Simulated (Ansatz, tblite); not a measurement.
**The cluster Ag2F2−: competing shapes**

Which shape does the cluster Ag2F2− prefer? Candidates from a tight-binding search are relaxed and compared.

Method: relaxed with PBE-D4/def2-TZVPD, doublet; program: Ansatz 0.2.0, Gaussian basis.

2 further runs of the same task are left out: 2 set aside as unsound or not needed. Runs told in other sessions of the task aren't counted.

## 1. Starting geometry

4 atoms, charge -1, spin multiplicity 2.

Atoms are counted from 1 here; the program's logs count them from 0.

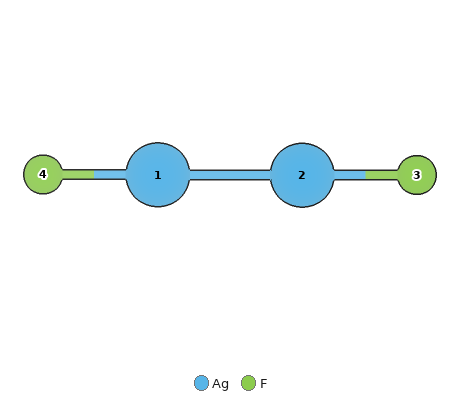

As it starts; silver blue, fluorine green; atoms are numbered from 1 in the order of the file.

Ag takes a core potential in the def2 sets. No spin-orbit coupling is included. The ion is computed in the gas phase, without counter-ions or solvent.

A search from random starts with GFN1-xTB found 8 distinct shapes; 2 go on here. The structure above is candidate A, which lies 0.00 eV above the lowest at that level; B lies 1.16 eV above the lowest at that level.

## 2. Relaxing candidate A

The input, in.yaml:

```yaml
crystal:
  periodic: [false, false, false]
  atoms:
    - {symbol: Ag, position_ang: [1.237900, 0.456890, -0.035980]}
    - {symbol: Ag, position_ang: [-1.237320, -0.460250, 0.032760]}
    - {symbol: F, position_ang: [-3.204470, -1.183370, 0.095840]}
    - {symbol: F, position_ang: [3.203900, 1.186730, -0.092620]}
basis:
  gaussian: {orbitals: def2-TZVPD}
total_charge: -1
magnetization: {spin_polarized: true, initial_magnetization: 1}
hamiltonian: {xc: pbe, dispersion: d4}
scf: {lower_state_search: "off"}
output: {orbitals: {seedname: orbitals}}
relax: {f_tol: 0.02, max_steps: 100}
```

Started as:

```console
ansatz run in.yaml --threads 4 --pin off --events-out ev --progress --plain --max-ram 3916MiB
```

Output, shortened:

```text
Functional definition: PBE
  name "PBE"
  cite "Perdew, Burke & Ernzerhof, Phys. Rev. Lett. 77, 3865 (1996) doi:10.1103/PhysRevLett.77.3865"
  parent pbe
[...]
1100 factors; their error is unknown
[...]
mean field -13434.69684536 eV, -493.7160027023 hartree, gradient 1.7e-6 eV, S^2 0.753396; 0 other end points of the search recorded, 0 dependent functions left out
[...]
reference -13434.69689340 eV, -493.7160044679 hartree; 29, 28 occupied and 131, 132 virtual orbitals, 1100 factors
relax step   1: F+E_penalty+E_count = -13434.78294145 eV  Δ(F+E_penalty+E_count) = +0.000e0 eV  max|allowed force component| = 4.098e-1 eV/Å  Δτ_max = 0.0000 Å  (18 SCF iters, accepted)
[...]
relax step   2: F+E_penalty+E_count = -13434.79285680 eV  Δ(F+E_penalty+E_count) = -9.915e-3 eV  max|allowed force component| = 7.650e-2 eV/Å  Δτ_max = 0.0426 Å  (22 SCF iters, accepted)
[...]
relax step   3: F+E_penalty+E_count = -13434.79437958 eV  Δ(F+E_penalty+E_count) = -1.523e-3 eV  max|allowed force component| = 5.210e-3 eV/Å  Δτ_max = 0.0204 Å  (21 SCF iters, accepted)
Total energy: -13434.79442777 eV, -493.7195887897 hartree
Atom 0 at     1.266658     0.467763    -0.036544 Å, force     0.002352     0.001074     0.000171 eV/Å
Atom 1 at    -1.265698    -0.470603     0.033653 Å, force    -0.002362    -0.000746     0.000127 eV/Å
Atom 2 at    -3.213321    -1.186823     0.095955 Å, force    -0.005200    -0.002075     0.000039 eV/Å
Atom 3 at     3.212372     1.189663    -0.093063 Å, force     0.005210     0.001746    -0.000337 eV/Å
Dipole moment:     0.000797    -0.002422    -0.002459 e Å
Checks for a lower state left out: stability, starts, cluster_reference, orbital_swaps, neighbouring_geometries, increment
```

It took 4.4 s on 4 threads of Arm Neoverse V2, shared host.

Step by step:

```csv
step,energy from step 1 (eV),largest force component (eV/Å)
1,0.0000,0.4098
2,-0.0099,0.0765
3,-0.0114,0.0052
```

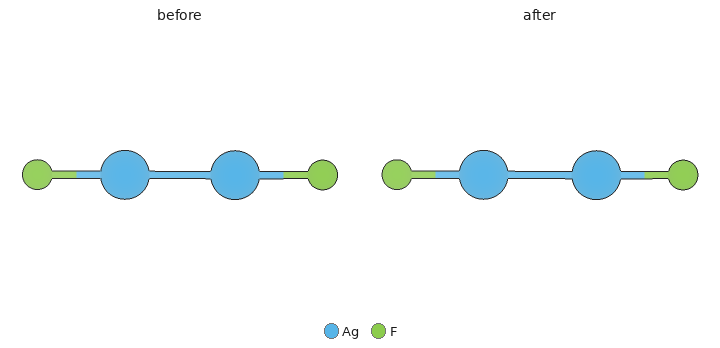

Before and after, at one scale.

Distances of close pairs at the start and the end, largest changes first:

| bond | before (Å) | after (Å) | change (Å) |
| --- | --- | --- | --- |
| Ag1–Ag2 | 2.641 | 2.702 | +0.061 |
| Ag1–F4 | 2.098 | 2.076 | -0.022 |
| Ag2–F3 | 2.097 | 2.076 | -0.021 |

## 3. Relaxing candidate B

The input, in.yaml:

```yaml
crystal:
  periodic: [false, false, false]
  atoms:
    - {symbol: Ag, position_ang: [-1.561880, -0.050770, -0.048950]}
    - {symbol: Ag, position_ang: [1.561730, 0.052740, -0.025790]}
    - {symbol: F, position_ang: [0.062520, -1.833010, -0.009300]}
    - {symbol: F, position_ang: [-0.062370, 1.831040, 0.084050]}
basis:
  gaussian: {orbitals: def2-TZVPD}
total_charge: -1
magnetization: {spin_polarized: true, initial_magnetization: 1}
hamiltonian: {xc: pbe, dispersion: d4}
scf: {lower_state_search: "off"}
output: {orbitals: {seedname: orbitals}}
relax: {f_tol: 0.02, max_steps: 100}
```

Same command.

Output, shortened:

```text
Functional definition: PBE
  name "PBE"
  cite "Perdew, Burke & Ernzerhof, Phys. Rev. Lett. 77, 3865 (1996) doi:10.1103/PhysRevLett.77.3865"
  parent pbe
[...]
1100 factors; their error is unknown
[...]
mean field -13433.73853225 eV, -493.6807853453 hartree, gradient 6.0e-6 eV, S^2 0.753225; 0 other end points of the search recorded, 0 dependent functions left out
[...]
reference -13433.73857369 eV, -493.6807868682 hartree; 29, 28 occupied and 131, 132 virtual orbitals, 1100 factors
relax step   1: F+E_penalty+E_count = -13433.85509186 eV  Δ(F+E_penalty+E_count) = +0.000e0 eV  max|allowed force component| = 7.514e-1 eV/Å  Δτ_max = 0.0000 Å  (18 SCF iters, accepted)
[...]
relax step   6: F+E_penalty+E_count = -13433.98826766 eV  Δ(F+E_penalty+E_count) = -3.824e-4 eV  max|allowed force component| = 1.010e-2 eV/Å  Δτ_max = 0.0200 Å  (22 SCF iters, accepted)
[...]
relax step  20: F+E_penalty+E_count = -13434.77412208 eV  Δ(F+E_penalty+E_count) = -1.309e-4 eV  max|allowed force component| = 1.078e-2 eV/Å  Δτ_max = 0.0081 Å  (23 SCF iters, accepted)
[...]
relax step  21: F+E_penalty+E_count = -13434.77428099 eV  Δ(F+E_penalty+E_count) = -1.589e-4 eV  max|allowed force component| = 8.902e-3 eV/Å  Δτ_max = 0.0088 Å  (23 SCF iters, accepted)
Total energy: -13434.77432705 eV, -493.7188501020 hartree
Atom 0 at    -2.117072     0.029265     0.019700 Å, force     0.000982     0.008140     0.000254 eV/Å
Atom 1 at     0.639902    -0.015315    -0.005574 Å, force     0.001781    -0.008902    -0.001911 eV/Å
Atom 2 at     0.876833    -2.016779    -0.058870 Å, force     0.004037     0.002580     0.000841 eV/Å
Atom 3 at     0.600337     2.002829     0.044753 Å, force    -0.006800    -0.001818     0.000816 eV/Å
Dipole moment:    -0.512627     0.039223     0.006024 e Å
Checks for a lower state left out: stability, starts, cluster_reference, orbital_swaps, neighbouring_geometries, increment
```

Wall time 35 s (4 threads of Arm Neoverse V2, shared host).

Relaxation path:

| step | energy from step 1 (eV) | largest force component (eV/Å) |
| --- | --- | --- |
| 1 | 0.0000 | 0.7514 |
| 2 | -0.1200 | 0.3095 |
| 3 | -0.1322 | 0.0273 |
| 4 | -0.1325 | 0.0122 |
| 5 | -0.1328 | 0.0020 |
| 6 | -0.1332 | 0.0101 |
| 7 | -0.1345 | 0.0240 |
| 8 | -0.1425 | 0.0758 |
| 9 | -0.2086 | 0.2545 |
| 10 | -0.4348 | 0.5441 |
| 11 | -0.7578 | 0.3917 |
| 12 | -0.9118 | 0.1130 |
| 13 | -0.9182 | 0.0163 |
| 14 | -0.9183 | 0.0155 |
| 15 | -0.9186 | 0.0046 |
| 16 | -0.9186 | 0.0093 |
| 17 | -0.9187 | 0.0055 |
| 18 | -0.9188 | 0.0098 |
| 19 | -0.9189 | 0.0067 |
| 20 | -0.9190 | 0.0108 |
| 21 | -0.9192 | 0.0089 |

The force was under the threshold of 0.02 eV/Å already at step 4, but the program went on to step 21.

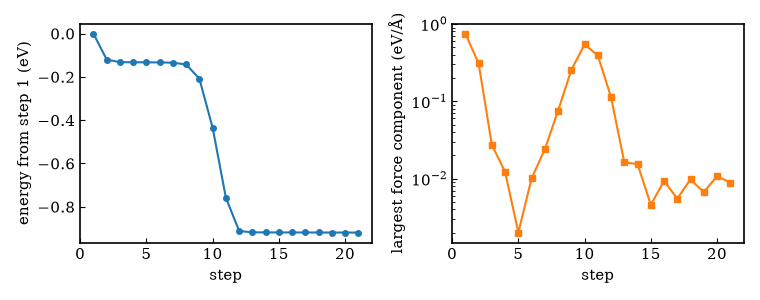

Energy and largest force along the relaxation.

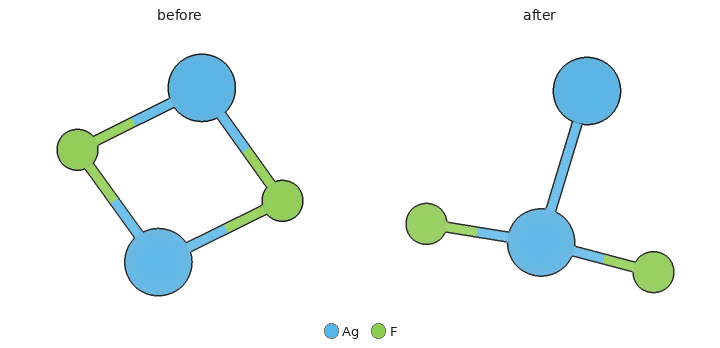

Before and after, at one scale.

Close pairs (by a distance rule), those that changed most:

```csv
bond,before (Å),after (Å),change (Å)
Ag1–F3,2.412,3.627,+1.215
Ag1–F4,2.410,3.359,+0.949
Ag2–F3,2.409,2.016,-0.393
Ag2–F4,2.411,2.019,-0.392
Ag1–Ag2,3.125,2.757,-0.368
```

Contacts that opened: Ag1–F3 2.41 to 3.63 Å, Ag1–F4 2.41 to 3.36 Å.

## 4. The relaxed candidates

```csv
candidate,point group,"bonds (count, mean Å)",energy above the lowest (kJ/mol)
A,Dinfh,"Ag–F 2, 2.08; Ag–Ag 1, 2.70",0.0
B,Cs,"Ag–F 2, 2.02; Ag–Ag 1, 2.76",1.9
```

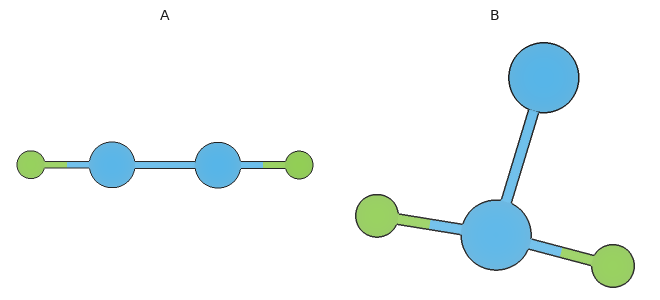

The candidates after relaxation.

## 5. Candidate B, GFN1-xTB

Tight binding, by tblite at 300 K electronic temperature and without a spin-polarisation term:

```python
tblite.interface.Calculator('GFN1-xTB', numbers, positions, charge=-1, uhf=1).singlepoint()
```

Energy -494.6453 eV; 0.002 s.

## 6. Candidate B, GFN2-xTB

Tight binding, by tblite at 300 K electronic temperature and without a spin-polarisation term:

```python
tblite.interface.Calculator('GFN2-xTB', numbers, positions, charge=-1, uhf=1).singlepoint()
```

Energy -478.1536 eV; 0.004 s.

## 7. Candidate B, PBE0-D4/def2-TZVPD

start.molden holds the orbitals of an earlier run on this state, given as this run's starting guess.

The input, in.yaml:

```yaml
crystal:
  periodic: [false, false, false]
  atoms:
    - {symbol: Ag, position_ang: [-2.117072, 0.029265, 0.019700]}
    - {symbol: Ag, position_ang: [0.639902, -0.015315, -0.005574]}
    - {symbol: F, position_ang: [0.876833, -2.016779, -0.058870]}
    - {symbol: F, position_ang: [0.600337, 2.002829, 0.044753]}
basis:
  gaussian: {orbitals: def2-TZVPD, initial_orbitals: start.molden}
total_charge: -1
magnetization: {spin_polarized: true, initial_magnetization: 1}
hamiltonian: {xc: pbe0, dispersion: d4}
scf: {omitted_lower_state_checks: [starts]}
output: {orbitals: {seedname: orbitals}}
```

The command is unchanged.

Output:

```text
Functional definition: PBE0
  name "PBE0"
  cite "Adamo & Barone, J. Chem. Phys. 110, 6158 (1999) doi:10.1063/1.478522"
  cite "Perdew, Burke & Ernzerhof, Phys. Rev. Lett. 77, 3865 (1996) doi:10.1103/PhysRevLett.77.3865"
  parent pbe
  parameter a = 0.25
  parameter kappa = 0.804
  parameter beta = 0.06672455060314922
  exchange = (1 - a)*pbe_x(kappa = kappa, mu = beta*pi^2/3) + a*exact_x
  correlation = pbe_c(beta = beta)
these checks for a lower state are left out or cut short: starts
1166 factors; their error is unknown
mean field evaluation 1: about -13432.8186 eV, gradient 6.6e0 eV
mean field evaluation 2: about -13433.0294 eV, gradient 3.0e-1 eV
mean field evaluation 4: about -13433.1031 eV, gradient 7.2e-2 eV
mean field evaluation 8: about -13433.1031 eV, gradient 1.6e-5 eV
mean field -13433.10307301 eV, -493.6574326488 hartree, gradient 1.6e-5 eV, S^2 0.753649; 0 other end points of the search recorded, 0 dependent functions left out
reference -13433.10310936 eV, -493.6574339846 hartree; 29, 28 occupied and 131, 132 virtual orbitals, 1166 factors
Total energy: -13433.19407524 eV, -493.6607769190 hartree
Checks for a lower state left out: starts
```

Wall time 3.4 s (4 threads of Arm Neoverse V2, shared host).

Report: HOMO -1.15 eV, LUMO 1.03 eV (over both spins); ⟨S²⟩ 0.754 (pure: 0.75).

## 8. Candidate B, PBE-D4/def2-TZVPD

Edit in.yaml of step 7 so:

```diff
@@ -11,4 +11,4 @@
 magnetization: {spin_polarized: true, initial_magnetization: 1}
-hamiltonian: {xc: pbe0, dispersion: d4}
+hamiltonian: {xc: pbe, dispersion: d4}
 scf: {omitted_lower_state_checks: [starts]}
-output: {orbitals: {seedname: orbitals}}
+output: {forces: true, orbitals: {seedname: orbitals}}
```

Launched as before.

Output, shortened:

```text
Functional definition: PBE
  name "PBE"
  cite "Perdew, Burke & Ernzerhof, Phys. Rev. Lett. 77, 3865 (1996) doi:10.1103/PhysRevLett.77.3865"
  parent pbe
[...]
1100 factors; their error is unknown
[...]
mean field -13434.66792384 eV, -493.7149398562 hartree, gradient 1.6e-5 eV, S^2 0.751828; 0 other end points of the search recorded, 0 dependent functions left out
[...]
reference -13434.66796992 eV, -493.7149415495 hartree; 29, 28 occupied and 131, 132 virtual orbitals, 1100 factors
Total energy: -13434.77432527 eV, -493.7188500367 hartree
Atom 0 at    -2.117072     0.029265     0.019700 Å, force     0.000965     0.008137     0.000254 eV/Å
Atom 1 at     0.639902    -0.015315    -0.005574 Å, force     0.001829    -0.008926    -0.001912 eV/Å
Atom 2 at     0.876833    -2.016779    -0.058870 Å, force     0.004016     0.002618     0.000842 eV/Å
Atom 3 at     0.600337     2.002829     0.044753 Å, force    -0.006811    -0.001828     0.000816 eV/Å
Dipole moment:    -0.512625     0.039226     0.006023 e Å
Checks for a lower state left out: starts
```

Wall time 2.8 s (4 threads of Arm Neoverse V2, shared host).

HOMO -0.39 eV, LUMO 0.19 eV (over both spins); ⟨S²⟩ 0.752 (pure: 0.75).

## 9. Candidate B, r2SCAN-D4/def2-TZVPD

Edit in.yaml of step 8 so:

```diff
@@ -11,4 +11,4 @@
 magnetization: {spin_polarized: true, initial_magnetization: 1}
-hamiltonian: {xc: pbe, dispersion: d4}
+hamiltonian: {xc: r2scan, dispersion: d4}
 scf: {omitted_lower_state_checks: [starts]}
-output: {forces: true, orbitals: {seedname: orbitals}}
+output: {orbitals: {seedname: orbitals}}
```

Launched as before.

Output:

```text
Functional definition: r2SCAN
  name "r2SCAN"
  cite "Furness, Kaplan, Ning, Perdew & Sun, J. Phys. Chem. Lett. 11, 8208 (2020) doi:10.1021/acs.jpclett.0c02405"
  cite "Furness, Kaplan, Ning, Perdew & Sun, J. Phys. Chem. Lett. 11, 9248 (2020) doi:10.1021/acs.jpclett.0c03077"
  parent r2scan
  parameter k0 = 0.174
  parameter k1 = 0.065
  parameter a1 = 4.9479
  exchange = r2scan_x(k0 = k0, k1 = k1, a1 = a1)
  correlation = r2scan_c
these checks for a lower state are left out or cut short: starts
1100 factors; their error is unknown
mean field evaluation 1: about -13439.3677 eV, gradient 3.6e0 eV
mean field evaluation 2: about -13439.4334 eV, gradient 9.8e-2 eV
mean field evaluation 4: about -13439.4365 eV, gradient 5.3e-4 eV
mean field -13439.43649907 eV, -493.8901817635 hartree, gradient 1.5e-5 eV, S^2 0.754604; 0 other end points of the search recorded, 0 dependent functions left out
reference -13439.43652693 eV, -493.8901827873 hartree; 29, 28 occupied and 131, 132 virtual orbitals, 1100 factors
Total energy: -13439.45943775 eV, -493.8910247445 hartree
Checks for a lower state left out: starts
```

Run time: 5.5 s. Hardware: 4 threads of Arm Neoverse V2, shared host.

Report: HOMO -0.65 eV, LUMO 0.44 eV (over both spins); ⟨S²⟩ 0.755 (pure: 0.75).

## 10. Candidate B, revPBE-D4/def2-TZVPD

Edit in.yaml of step 9 so:

```diff
@@ -11,3 +11,3 @@
 magnetization: {spin_polarized: true, initial_magnetization: 1}
-hamiltonian: {xc: r2scan, dispersion: d4}
+hamiltonian: {xc: {name: revPBE}, dispersion: d4}
 scf: {omitted_lower_state_checks: [starts]}
```

Launched as before.

Output:

```text
Functional definition: revPBE
  name "revPBE"
  cite "Zhang & Yang, Phys. Rev. Lett. 80, 890 (1998) doi:10.1103/PhysRevLett.80.890"
  cite "Perdew, Burke & Ernzerhof, Phys. Rev. Lett. 77, 3865 (1996) doi:10.1103/PhysRevLett.77.3865"
  parameter kappa = 1.245
  parameter beta = 0.06672455060314922
  exchange = pbe_x(kappa = kappa, mu = beta*pi^2/3)
  correlation = pbe_c(beta = beta)
these checks for a lower state are left out or cut short: starts
1100 factors; their error is unknown
mean field evaluation 1: about -13440.1039 eV, gradient 6.9e0 eV
mean field evaluation 2: about -13440.2691 eV, gradient 2.2e-1 eV
mean field evaluation 4: about -13440.2698 eV, gradient 5.1e-2 eV
mean field evaluation 8: about -13440.2699 eV, gradient 1.5e-5 eV
mean field -13440.26985141 eV, -493.9208068972 hartree, gradient 1.5e-5 eV, S^2 0.752194; 0 other end points of the search recorded, 0 dependent functions left out
reference -13440.26990803 eV, -493.9208089779 hartree; 29, 28 occupied and 131, 132 virtual orbitals, 1100 factors
Total energy: -13440.52320405 eV, -493.9301174349 hartree
Checks for a lower state left out: starts
```

Wall time 2.6 s (4 threads of Arm Neoverse V2, shared host).

Report: HOMO -0.30 eV, LUMO 0.32 eV (over both spins); ⟨S²⟩ 0.752 (pure: 0.75).

## 11. Candidate B, B97M-V/def2-TZVPD

Edit in.yaml of step 10 so:

```diff
@@ -11,3 +11,3 @@
 magnetization: {spin_polarized: true, initial_magnetization: 1}
-hamiltonian: {xc: {name: revPBE}, dispersion: d4}
+hamiltonian: {xc: {name: B97M-V}}
 scf: {omitted_lower_state_checks: [starts]}
```

Same command.

Output, shortened:

```text
Functional definition: B97M-V
  name "B97M-V"
  cite "Mardirossian & Head-Gordon, J. Chem. Phys. 142, 074111 (2015) doi:10.1063/1.4907719"
  cite "Becke, J. Chem. Phys. 107, 8554 (1997) doi:10.1063/1.475007"
  cite "Vydrov & Van Voorhis, J. Chem. Phys. 133, 244103 (2010) doi:10.1063/1.3521275"
  # Of w^i u^j: cxij and so on, Table III.
[...]
  gx(w, u) = cx00 + cx01*u + cx02*u^2 + (cx10 + cx11*u)*w
  gss(w, u) = css00 + css02*u^2 + css10*w + (css32*w^3 + css42*w^4)*u^2
  gos(w, u) = cos00 + cos01*u + cos03*u^3 + cos10*w + cos32*w^3*u^2
[...]
      + integral(e_c_pw_mod_opposite_spin*gos(b97_w_opposite, b97_u_opposite)) + vv10(b, c)
[...]
1100 factors; their error is unknown
[...]
mean field -13436.41526488 eV, -493.7791534551 hartree, gradient 1.5e-5 eV, S^2 0.751876; 0 other end points of the search recorded, 0 dependent functions left out
reference -13436.41533161 eV, -493.7791559071 hartree; 29, 28 occupied and 131, 132 virtual orbitals, 1100 factors
Total energy: -13436.41533161 eV, -493.7791559071 hartree
Checks for a lower state left out: starts
```

Run time: 9.5 s. Hardware: 4 threads of Arm Neoverse V2, shared host.

HOMO -0.29 eV, LUMO 0.18 eV (over both spins); ⟨S²⟩ 0.752 (pure: 0.75).

## 12. Candidate B, CCSD(T)/def2-SVPD

Edit in.yaml of step 11 so:

```diff
@@ -8,7 +8,7 @@
 basis:
-  gaussian: {orbitals: def2-TZVPD, initial_orbitals: start.molden}
+  gaussian: {orbitals: def2-SVPD, initial_orbitals: start.molden}
 total_charge: -1
 magnetization: {spin_polarized: true, initial_magnetization: 1}
-hamiltonian: {xc: {name: B97M-V}}
-scf: {omitted_lower_state_checks: [starts]}
+correlation: {method: ccsd_t}
+scf: {omitted_lower_state_checks: [starts, cluster_reference]}
 output: {orbitals: {seedname: orbitals}}
```

Launched as before.

Output, shortened:

```text
Functional definition: HF
  name "HF"
  cite "Fock, Z. Phys. 61, 126 (1930) doi:10.1007/BF01340294"
  parent pbe
[...]
1110 factors; integrals over basis functions are off by at most 4.8e-4 eV
[...]
mean field -13359.85263596 eV, -490.9655287383 hartree, gradient 3.3e-6 eV, S^2 0.753712; 0 other end points of the search recorded, 0 dependent functions left out
2 core orbitals not correlated: weight in the atoms' cores, before any rotation towards them, 1.000 or more for the frozen orbitals, at most 0.000 for the correlated occupied ones
reference -13359.85263596 eV, -490.9655287383 hartree; 27, 26 occupied and 85, 86 virtual orbitals, 1110 factors
second order -30.89007357 eV of doubles, -0.00000000 eV of singles
cycle   1  -28.97465359 eV  change     1.9e0 eV  update   2.0e-1
[...]
cycle  14  -30.00060698 eV  change    1.9e-5 eV  update   3.1e-5
perturbative correction -0.88244310 eV, -0.0324291856 hartree
Total energy: -13390.73568604 eV, -492.1004598953 hartree
Checks for a lower state left out: starts, cluster_reference
```

Run time: 2.2 min. Hardware: 4 threads of Arm Neoverse V2, shared host; peak memory 2.3 GiB.

Hartree-Fock HOMO -2.67 eV, LUMO 3.92 eV (over both spins); ⟨S²⟩ 0.754 (pure: 0.75); T1 0.025.

## 13. B against A

The energies of A at these levels come from its own runs, whose logs aren't repeated here.

Differences are taken before rounding.

| method | B above A (kJ/mol) | from CCSD(T)/def2-SVPD (kJ/mol) | time |
| --- | --- | --- | --- |
| GFN1-xTB | 73.7 | +47.6 | 0.004 s |
| GFN2-xTB | 14.1 | -11.9 | 0.007 s |
| HF/def2-SVPD | 39.1 | +13.0 |  |
| PBE-D4/def2-TZVPD | 1.9 | -24.1 | 5.2 s |
| revPBE-D4/def2-TZVPD | 3.4 | -22.7 | 5 s |
| r2SCAN-D4/def2-TZVPD | 0.0 | -26.0 | 11 s |
| B97M-V/def2-TZVPD | -4.4 | -30.5 | 19 s |
| PBE0-D4/def2-TZVPD | 13.7 | -12.3 | 6.7 s |
| MP2/def2-SVPD | 30.3 | +4.2 |  |
| CCSD/def2-SVPD | 28.3 | +2.2 |  |
| CCSD(T)/def2-SVPD | 26.1 | 0 | 4.4 min |

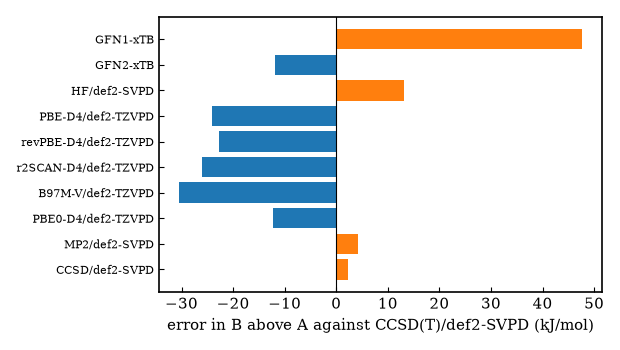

Deviations from CCSD(T)/def2-SVPD, method by method.

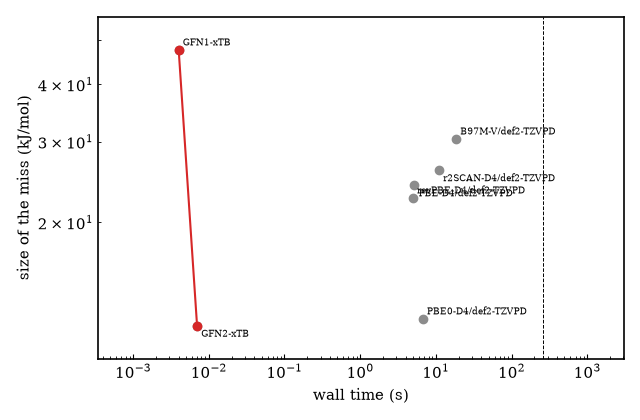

Miss against cost. Red marks the levels that no quicker level drawn beats (of those quicker than the yardstick), and the dashed line is the time of CCSD(T)/def2-SVPD. Times are from a shared host.

Times add the two runs; a level without a time comes out of a correlated run.

## 14. Outcome

| quantity | value |
| --- | --- |
| B above A, CCSD(T)/def2-SVPD | +26.1 kJ/mol |
| levels that put B lower | B97M-V/def2-TZVPD |

In words: The levels disagree on B and A: 1 of 11 put B lower. The yardstick is in a double-zeta basis, so levels in larger sets aren't compared like for like. The reference is CCSD(T) in one finite basis, so it carries an error of its own, often a tenth of an eV or more, and near misses can't be ranked. A random search of this size may have missed the true lowest shape. Only doublets are compared; another spin may lie lower and prefer another shape.
